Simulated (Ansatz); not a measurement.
Input

```
crystal:
  lattice:
    - [-3.7894705905, 3.7894705905, 3.8629709347]
    - [3.7894705905, -3.7894705905, 3.8629709347]
    - [3.7894705905, 3.7894705905, -3.8629709347]
  atoms:
    - { symbol: Sr, position: [0.0968945099, 0.0968945099, 0.0] }
    - { symbol: Cd, position: [0.5480582427, 0.5480582427, 0.0] }
    - { symbol: I, position: [0.5496356387, 0.6867465022, 0.4893120223] }
    - { symbol: I, position: [0.0603236164, 0.5496356387, 0.8628891365] }
    - { symbol: I, position: [0.6867465022, 0.1974344799, 0.1371108635] }
    - { symbol: I, position: [0.1974344799, 0.0603236164, 0.5106879777] }
kpoints:
  mp_grid: { grid: [6, 6, 6] }
  band_path:
    path:
      - [0.0, 0.0, 0.0]
      - [0.0, 0.0, 0.5]
      - [0.25, 0.25, 0.25]
      - [0.0, 0.5, 0.0]
      - [0.5, 0.5, -0.5]
      - [0.490577058, 0.509422942, -0.490577058]
      - [-0.490577058, 0.490577058, 0.490577058]
      - [-0.4811541159, 0.4811541159, 0.5]
      - [0.5, 0.5, -0.4811541159]
    npoints: 1
hamiltonian:
  xc: r2scan
  dispersion: rvv10
scf:
  occupations: { method: fermi_dirac, width: 0.03 }
  n_extra_bands: 5
output:
  forces: true
  stress: true
  eigenvalues: true
  write_density: true
  write_potential: true
  elf: true
  volumetric_format: npy
```

Command:

```sh
ansatz run input.yaml --threads 2 --pin off --max-ram 29491MiB --backend cpu --events-out ev --progress --plain --runs-dir out
```

Below, planes, directions and counts refer to the conventional cell (a = 7.58 Å, b = 7.58 Å, c = 7.73 Å, α = 90.00°, β = 90.00°, γ = 90.00°).

Space group I4; a structure from a database of computed crystals, not necessarily the ambient phase; started from the WOF4-79 prototype, which need not be the ambient phase.

Theory: DFT, r2SCAN+rVV10, plane waves, PAW (Ansatz).

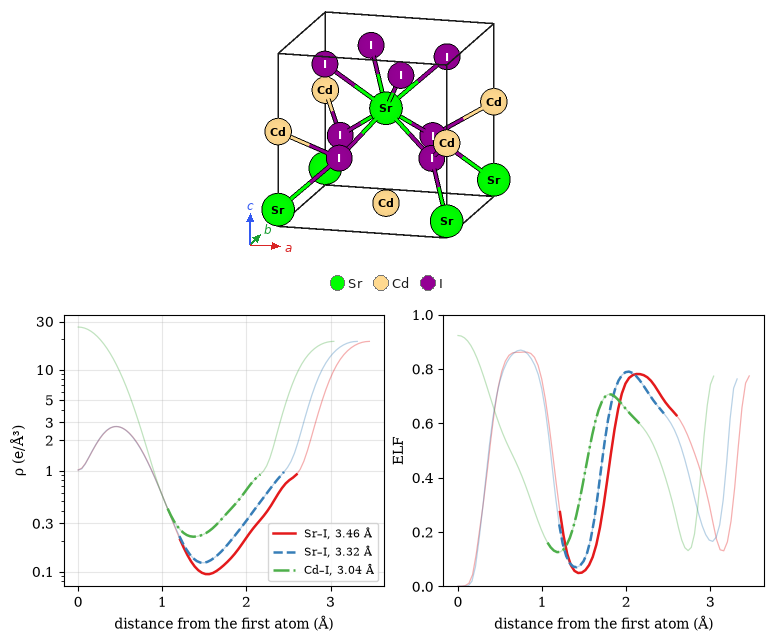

SrCdI₄. Valence pseudo-density and ELF along straight lines between neighbouring atoms. Thin, pale parts lie inside the atomic spheres. The structure is drawn too.

Core electrons are frozen (PAW), and the valence fields are smoothed inside the atomic spheres.

### What can be read from the curves?

Sr–I (3.46 Å): the density is about 0.12 e/Å³ at the midpoint, with its minimum of 0.09 e/Å³ about 1.6 Å from Sr; the ELF peaks at about 0.80 in the valence shell of I, 1.3 Å from its nucleus, and drops to about 0.05 between the two atoms; a largely ionic contact.
Sr–I (3.32 Å): the density is about 0.15 e/Å³ at the midpoint, with its minimum of 0.12 e/Å³ about 1.5 Å from Sr; the ELF peaks at about 0.80 in the valence shell of I, 1.3 Å from its nucleus, and drops to about 0.05 between the two atoms: an ionic contact with no shared pair.
Cd–I (3.04 Å): the density is about 0.24 e/Å³ at the midpoint; the ELF peaks at about 0.70 in the valence shell of I, 1.3 Å from its nucleus, and drops to about 0.15 between the two atoms.
